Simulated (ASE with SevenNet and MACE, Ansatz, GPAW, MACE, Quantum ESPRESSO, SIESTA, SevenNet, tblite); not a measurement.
# Machine-learned potentials on HfO2(111) slab (54 atoms): settings against a plane-wave reference

Wanted: machine-learned potentials inputs and outputs for HfO2(111) slab (54 atoms), checked against a plane-wave reference.

Program: ASE with SevenNet and MACE. Level of theory: the method is named at each step. Results are calculated unless marked as measured.

## (1) The structure

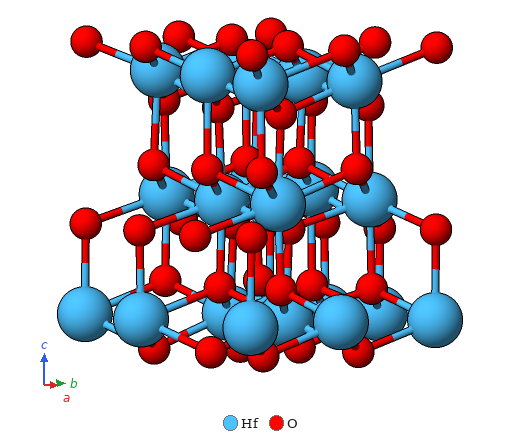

Start, viewed from the side, with the c axis up; hafnium blue, oxygen red. Bonds to atoms that aren't drawn are left out. Some periodic images of atoms are drawn too.

The cell holds 54 atoms: 18 Hf and 36 O. Its edges and angles: a = 10.776 Å, b = 7.184 Å, c = 17.332 Å, α = 90.0°, β = 90.0°, γ = 120.0°. It derives from HfO2 (fluorite-type). Fluorite-type HfO2 (a = 5.08 Å), (111) slab of 3 repeat layers, 3 x 2 surface cells, 10 Å of vacuum; not relaxed, displaced by a Gaussian of 0.02 Å. Then every atom was moved at random, 0.05 Å r.m.s. a Cartesian component. Vacuum lies along c.

The yardstick, on the same geometry:

- method: Kohn-Sham DFT, PBE, PAW, plane waves (Ansatz 0.2.0); cutoff 420 eV, Γ point, fermi-dirac smearing of 0.05 eV; PAW set soft_2
- r.m.s. force component: 0.8861 eV/Å
- longest force: 3.14 eV/Å
- gap (highest filled to lowest empty level): 3.474 eV
- SCF cycles: 10
- time: 23 s on 4 threads of Arm Neoverse V1, shared host
- CPU time: 81 s

## (2) SevenNet 0 potential

Method: machine-learned interatomic potential SevenNet 0, trained on PBE(+U) plane-wave data.

Input file run.py:

```python
import numpy as np
from ase.io import read
import mlip  # loads the published weights by name

atoms = read("structure.xyz")
atoms.calc = mlip.calc("7net-0")
energy = atoms.get_potential_energy()
forces = atoms.get_forces()
print(f"energy {energy:.6f} eV")
print("forces (eV/A)")
for i, (a, f) in enumerate(zip(atoms, forces)):
    print(f"{i:4d} {a.symbol:2s} {f[0]:10.5f} {f[1]:10.5f} {f[2]:10.5f}")
```

Input file structure.xyz:

```xyz
54
Lattice="10.77631 0.00000 0.00000 -3.59210 6.22170 0.00000 0.00000 0.00000 17.33235" Properties=species:S:1:pos:R:3 pbc="T T T"
Hf 1.81254 3.01354 5.78641
O 0.00722 4.01318 4.90731
O 1.85044 5.13452 6.43013
Hf 1.74375 5.15001 8.74972
O 1.92135 3.07483 7.94948
O 0.04634 4.15578 9.37143
Hf 0.03517 4.13762 11.65705
O 1.75572 5.16550 10.88090
O 8.92013 3.15639 12.33041
Hf 3.56685 0.01288 5.72054
O 1.73976 1.08214 4.95203
O 3.55564 2.06473 6.46965
Hf 3.66923 2.07593 8.56443
O -0.04400 6.20080 7.86611
O 1.79160 1.05004 9.37715
Hf 1.84710 1.13422 11.66623
O 3.53704 2.02846 10.80568
O 0.00079 0.02047 12.30891
Hf 5.39904 3.03886 5.74567
O 3.65403 4.09027 5.00056
O 5.37066 5.28229 6.45162
Hf 5.46119 5.18877 8.60447
O 5.38004 3.13263 7.92626
O 3.58492 4.11217 9.45046
Hf 3.66973 4.18160 11.53052
O 5.32569 5.20769 10.87258
O 1.76290 3.09150 12.36888
Hf 3.65522 6.17050 5.79108
O 5.40400 1.09676 4.97248
O 7.19010 2.19925 6.51436
Hf 7.17857 2.12701 8.58298
O 3.55450 6.21336 7.84479
O 5.46664 0.97668 9.37871
Hf 5.37469 1.02359 11.64422
O 7.23924 2.18002 10.76426
O 3.70299 0.07721 12.29713
Hf 8.93353 3.06021 5.78207
O 7.23525 4.18895 5.00125
O -1.82604 5.22585 6.43030
Hf -1.80273 5.10746 8.67085
O -1.78373 3.20150 7.92279
O 7.16201 4.17936 9.40869
Hf 7.17228 4.11397 11.52827
O -1.82098 5.16874 10.88645
O 5.37436 3.09878 12.32538
Hf 7.15572 6.21150 5.73891
O 8.92968 1.04749 4.98877
O 0.06865 2.03487 6.52026
Hf -0.00183 2.10038 8.60101
O -3.57608 6.21691 7.92019
O 9.00695 0.97749 9.41355
Hf 8.89006 0.99087 11.54785
O -0.02360 2.04476 10.87882
O 3.58941 6.07487 12.32521
```

The run is started by

```
$ OMP_NUM_THREADS=1 python run.py > output.txt
```

The program printed:

```text
energy -535.230408 eV
forces (eV/A)
   0 Hf   -0.55944    1.85232   -0.28678
   1 O    -0.38716    0.51443    0.51319
   2 O    -1.10828    0.31552    0.12983
   3 Hf    0.95965    0.21836   -1.04639
   4 O    -1.16494    0.47369   -0.51554
   5 O    -0.61936   -0.42253    0.44118
   6 Hf   -0.93107   -0.79803   -1.22731
   7 O     0.30130   -0.08543   -0.56890
   8 O     0.22318   -0.44086    0.79781
   9 Hf    0.20512   -1.26579    0.82075
  10 O     0.60604   -0.54388   -0.58404
  11 O     1.16828   -0.75068   -0.11414
  12 Hf   -1.65015   -0.90698    2.10859
  13 O     0.75654    0.03231   -0.15516
  14 O    -0.26242   -0.18248    0.22176
  15 Hf   -1.27983   -0.73562   -2.07189
  16 O     1.15627    0.33269   -0.15725
  17 O    -0.50249   -0.19485    0.61890
  18 Hf   -0.67446    0.80362   -0.73510
  19 O     0.43382    0.10415   -0.32147
  20 O     0.95079   -1.08905    0.82642
  21 Hf   -0.93708    1.04575    0.67973
  22 O     0.19291    0.00484   -0.59141
  23 O     0.38546    0.65694   -0.50559
[...]
46 O     0.32122    0.55206   -0.25418
  47 O    -1.09627    0.20962    0.40718
  48 Hf    1.45622   -1.09303    2.01852
  49 O    -0.39665   -0.42437   -0.50043
  50 O    -0.50034    0.53924   -0.82651
  51 Hf    1.92038    0.75314   -0.36792
  52 O    -0.05595    1.04063   -0.52917
  53 O    -0.47079    2.03368    0.80057
```

Run time: 11 s. Hardware: 1 thread of Arm Neoverse V1, shared host; peak memory 0.75 GiB.

Banners, paths, timers and routine set-up lines are dropped from the logs unmarked, and long logs keep their key lines alone; longer cuts are marked.

Against the reference:

- r.m.s. force component: 0.8431 eV/Å
- r.m.s. difference of force components: 102.9 meV/Å
- longest difference of force vectors: 379.2 meV/Å
- force difference over r.m.s. force: 11.62 %
- slope of forces against the reference's: 0.9459
- correlation of force components: 0.9941

Length of the force difference by element (eV/Å):

```tsv
element	atoms	mean	most
Hf	18	0.20	0.38
O	36	0.14	0.25
```

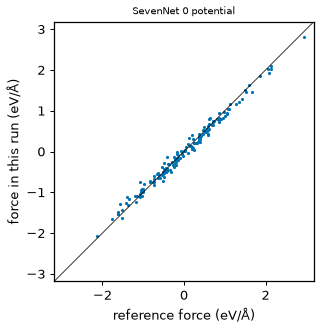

Force components against those of the reference; the line marks equality.

Local excerpt of 9 atoms (numbers count through the whole input) about Hf40, which bears the longest force; x, y, z are measured from there.

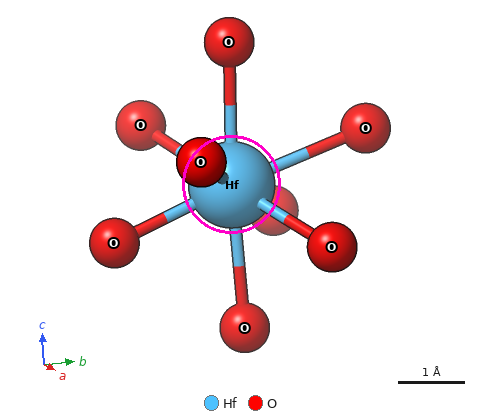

The atoms of the table, within 2.3 Å (arrows a, b, c point along x, y, z); some may hide others; the central atom is ringed.

```tsv
atom	x	y	z	distance (Å)	bonds	Fx	Fy	Fz (eV/Å)
Hf40	0.00	0.00	0.00	0.00	8	0.36	2.80	0.88
O41	0.02	-1.91	-0.75	2.05	4	-0.02	-1.54	-0.31
O42	-1.81	-0.93	0.74	2.17	4	-0.28	-0.07	-0.65
O6	1.85	-0.95	0.70	2.19	4	-0.62	-0.42	0.44
O44	-0.02	0.06	2.22	2.22	4	0.95	-0.02	-0.92
O14	1.76	1.09	-0.80	2.22	4	0.76	0.03	-0.16
O50	-1.77	1.11	-0.75	2.22	4	-0.40	-0.42	-0.50
O39	-0.02	0.12	-2.24	2.24	4	0.55	-0.21	0.33
O15	0.00	2.16	0.71	2.28	4	-0.26	-0.18	0.22
```

Atoms are counted from 1 here, from 0 in the log.

Forces lie 12 % from the reference's, at 0.13 times its CPU time (on 1 against 4 cores).

## (3) SevenNet l3i5 potential

Method: machine-learned interatomic potential SevenNet l3i5, trained on PBE(+U) plane-wave data.

Changes to run.py since step 2:

```diff
@@ -5,3 +5,3 @@
 atoms = read("structure.xyz")
-atoms.calc = mlip.calc("7net-0")
+atoms.calc = mlip.calc("7net-l3i5")
 energy = atoms.get_potential_energy()
```

structure.xyz is that of step 2.

The program printed:

```text
energy -534.731934 eV
forces (eV/A)
   0 Hf   -0.60261    1.76987   -0.44866
   1 O    -0.43308    0.55820    0.44992
   2 O    -1.09948    0.38784    0.13310
   3 Hf    0.95936    0.16541   -1.23372
   4 O    -1.21906    0.52457   -0.44384
   5 O    -0.55525   -0.41444    0.29996
   6 Hf   -1.10929   -0.91801   -1.15519
   7 O     0.35890   -0.11088   -0.52003
   8 O     0.24133   -0.43508    0.90913
   9 Hf    0.26371   -1.27087    0.66369
  10 O     0.62616   -0.54758   -0.54638
  11 O     1.14709   -0.73860   -0.12176
  12 Hf   -1.79574   -0.93542    2.12975
  13 O     0.78827    0.03152   -0.02162
  14 O    -0.26437   -0.21943    0.10444
  15 Hf   -1.47894   -0.88767   -2.05755
  16 O     1.22877    0.43621   -0.09228
  17 O    -0.55702   -0.22627    0.56739
  18 Hf   -0.68988    0.57053   -0.92769
  19 O     0.48696    0.22742   -0.28665
  20 O     0.96820   -1.13450    0.83598
  21 Hf   -0.96801    0.97315    0.70262
  22 O     0.21014   -0.03275   -0.58751
  23 O     0.35759    0.75098   -0.56960
[...]
46 O     0.28840    0.62725   -0.23448
  47 O    -1.13617    0.27961    0.47678
  48 Hf    1.61523   -1.09869    2.13639
  49 O    -0.42769   -0.48473   -0.40427
  50 O    -0.50110    0.54951   -0.94126
  51 Hf    2.09533    0.81982   -0.18645
  52 O    -0.10066    1.09077   -0.40853
  53 O    -0.54447    2.04248    0.75661
```

It took 13 s on 1 thread; peak memory 1.1 GiB.

Compared with the plane-wave run:

```
r.m.s. force component                  : 0.8659 eV/Å
r.m.s. difference of force components   : 90.06 meV/Å
longest difference of force vectors     : 254.3 meV/Å
force difference over r.m.s. force      : 10.16 %
slope of forces against the reference's : 0.9723
correlation of force components         : 0.995
```

Against the first run (12 %), the force difference from the reference is 10 %, at 1.2 times the CPU time.

## (4) MACE MPA-0 medium potential

Method: machine-learned interatomic potential MACE MPA-0 medium, trained on PBE(+U) plane-wave data.

Changes to run.py since step 3:

```diff
@@ -5,3 +5,3 @@
 atoms = read("structure.xyz")
-atoms.calc = mlip.calc("7net-l3i5")
+atoms.calc = mlip.calc("mace-mpa-0-medium")
 energy = atoms.get_potential_energy()
```

structure.xyz is that of step 3.

The program printed:

```text
energy -536.268044 eV
forces (eV/A)
   0 Hf   -0.53088    1.88070    0.04753
   1 O    -0.46659    0.54878    0.31125
   2 O    -1.10521    0.37760   -0.05086
   3 Hf    1.06862    0.13460   -1.14143
   4 O    -1.28830    0.51249   -0.56511
   5 O    -0.70744   -0.51676    0.39666
   6 Hf   -1.05543   -0.75566   -1.72212
   7 O     0.36525   -0.05953   -0.19043
   8 O     0.24532   -0.48357    1.04480
   9 Hf    0.16518   -1.27746    1.02832
  10 O     0.63019   -0.61716   -0.73138
  11 O     1.24871   -0.78177   -0.37125
  12 Hf   -1.86045   -0.95825    2.02067
  13 O     0.77698    0.05172   -0.03904
  14 O    -0.27825   -0.26514    0.26325
  15 Hf   -1.45057   -1.02847   -2.54329
  16 O     1.24277    0.44041    0.20808
  17 O    -0.56193   -0.26214    0.87602
  18 Hf   -0.75791    0.92843   -0.43848
  19 O     0.48076    0.19363   -0.49658
  20 O     1.02053   -1.30872    0.61434
  21 Hf   -1.07906    1.13622    0.69002
  22 O     0.25886   -0.05547   -0.68216
  23 O     0.43959    0.74696   -0.61012
[...]
46 O     0.26266    0.57956   -0.42667
  47 O    -1.24177    0.27282    0.18186
  48 Hf    1.66212   -1.20080    1.98216
  49 O    -0.34727   -0.49861   -0.46153
  50 O    -0.49168    0.73379   -0.92125
  51 Hf    2.04231    0.80689   -0.65369
  52 O    -0.07637    1.08666   -0.22395
  53 O    -0.49436    2.07756    0.96749
```

It took 11 s on 1 thread; peak memory 0.83 GiB.

Against the reference:

```yaml
r_m_s_force_component: 0.9184 eV/Å
r_m_s_difference_of_force_components: 192.1 meV/Å
longest_difference_of_force_vectors: 698.2 meV/Å
force_difference_over_r_m_s_force: 21.68 %
slope_of_forces_against_the_reference_s: 1.014
correlation_of_force_components: 0.978
```

Against the first run (12 %), the force difference from the reference is 22 %, at 0.98 times the CPU time.

## (5) All runs compared

Differences are against the plane-wave reference, forces as r.m.s. over components; share is that over the reference's r.m.s. force, slope the least-squares factor from reference forces to these. Total energies of different programs have different zeros and aren't compared.

```tsv
run	Δ force, r.m.s. (meV/Å)	share (%)	slope	cores	CPU time	memory (GiB)
reference	-	-	-	4	81 s	1.6
SevenNet 0 potential	103	11.6	0.946	1	10 s	0.75
SevenNet l3i5 potential	90.1	10.2	0.972	1	12 s	1.1
MACE MPA-0 medium potential	192	21.7	1.014	1	10 s	0.83
```

Times of the machine-learned potentials are mostly Python's start and the loading of weights.

CPU time is summed over cores on a shared host, where runs went side by side, so it is rough. Symmetry, cutoffs, thresholds, outputs and thread counts weren't matched or tuned between programs; memory under MPI is the largest rank's times the ranks.

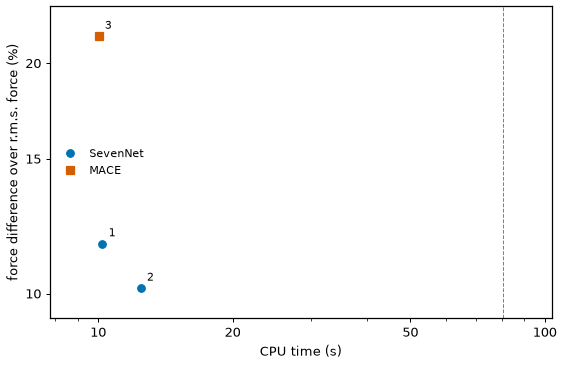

Force difference against CPU time; the dashed line marks the reference's time. Points: 1 SevenNet 0 potential; 2 SevenNet l3i5 potential; 3 MACE MPA-0 medium potential.

## (6) What came out

| Quantity | Value |
| --- | --- |
| nearest in forces | SevenNet l3i5 potential, 10 % |
| its CPU time | 12 s |

Machine-learned potentials differ by 10 % (SevenNet l3i5 potential) to 22 % (MACE MPA-0 medium potential); they were trained on other programs' data. Machine-learned potentials mimic data converged in k, so the reference's own k-point error enters their differences. The electronic-structure runs sample only Γ, in a cell whose shortest periodic width is 6 Å. Spin–orbit coupling is left out, which matters for the levels of the heavy elements.

[Also dropped from logs without a mark: logging warnings of Python, and SIESTA's first energy breakdown and zero terms.]

[Logs are printed without paths, hosts, clocks, repeated set-up lines and the standing remarks that a program may print on its own settings, such as how far it seeks lower states.]

[Hosts, paths, dates, database ids (printed as entryN), source tags and the programs' standing remarks are cut or masked in the printed files.]
